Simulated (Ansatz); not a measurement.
C$_{2}$H$_{5}$FO$_{2}$Si (SMILES C=C[Si](O)(O)F)

```tsv
atom	x (Å)	y (Å)	z (Å)
C	0.3887	-0.5016	1.8096
C	-0.4603	0.1621	1.0299
Si	-0.2034	0.3307	-0.7811
O	1.1894	-0.3463	-1.3008
O	-1.4564	-0.3614	-1.5465
F	-0.1331	1.8859	-1.1489
H	1.2733	-0.9839	1.4040
H	0.2358	-0.5982	2.8806
H	-1.3356	0.6208	1.4859
H	1.9721	0.2059	-1.3148
H	-1.4052	-0.4710	-2.4972
```

Geometry: PBE0-D4/def2-TZVP.

Theory: RKS PBE0-D4/def2-TZVPP (Ansatz).

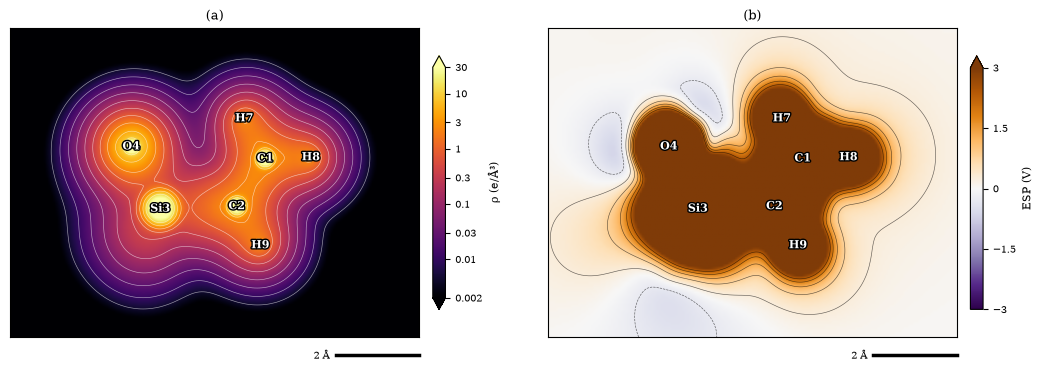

Figure 1. (a) total electron density; (b) molecular electrostatic potential on the plane of atoms C2, Si3 and O4.

**What do the fields say about this system?**

The section cuts through C, Si, O and H sites.
C–C (1.33 Å): the density is about 2.4 e/Å³ at the midpoint.
Si–O (1.63 Å): ρ is about 1.2 e/Å³ halfway.
C–Si (1.84 Å): ρ is about 1.1 e/Å³ halfway.
C–H (1.09 Å): ρ is about 2.1 e/Å³ halfway.
Outside the dense part of the molecule the potential is most negative (−0.6 V) near O4.

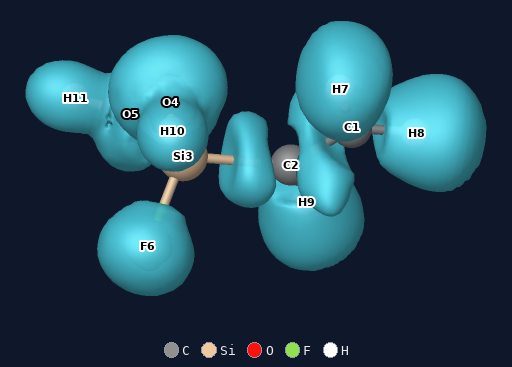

Figure 2. Isosurface of the ELF at 0.75 (cyan), seen from one side. Core shells and regions of very low density are left out.

**Describe the localisation domains.**

The surface consists of one region between bonded C–C atoms (shared pairs), one region between bonded C–Si atoms (shared pairs), three regions around hydrogen nuclei, one region wrapped around F (its lone pairs, merged into a ring or cap) and two joined regions spread over several atoms (H, O), in which their bonds and any lone pairs are merged.


C–C (1.33 Å): the ELF peaks at about 0.90 between the atoms (a short, multiple covalent bond). Si–F (1.60 Å): the ELF peaks at about 0.85 in the valence shell of F, 0.7 Å from its nucleus, and is about 0.50 at the midpoint.

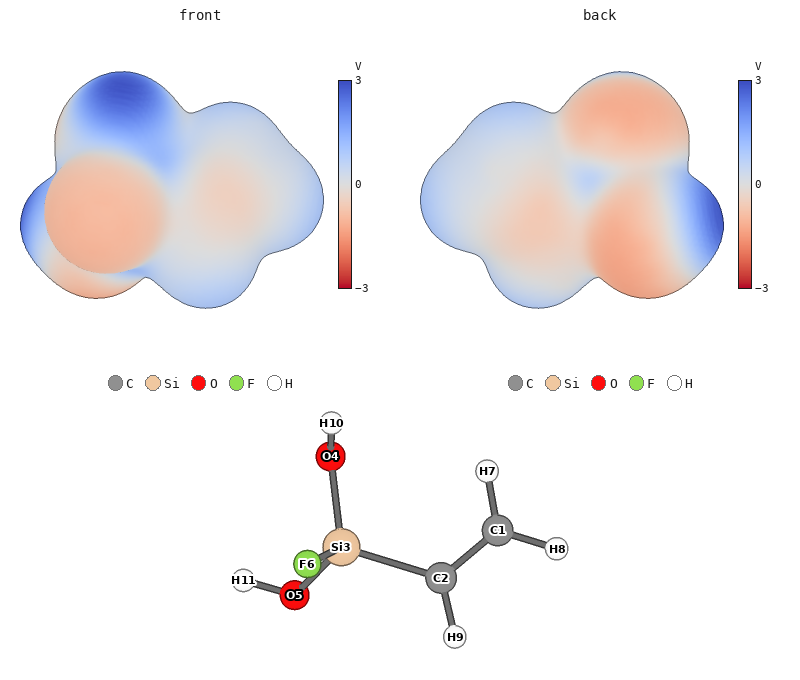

Figure 3. The molecular electrostatic potential painted on the density surface at 0.002 e/bohr³, seen from the front and from behind; red is negative and blue positive. The bare structure is drawn below in the same view.

**Where is the surface potential most negative and most positive?**

The most negative region (about −1.3 V) lies over O5, the most positive (about +2.8 V) over H10 and H11. O5 is the likeliest acceptor of a hydrogen bond.
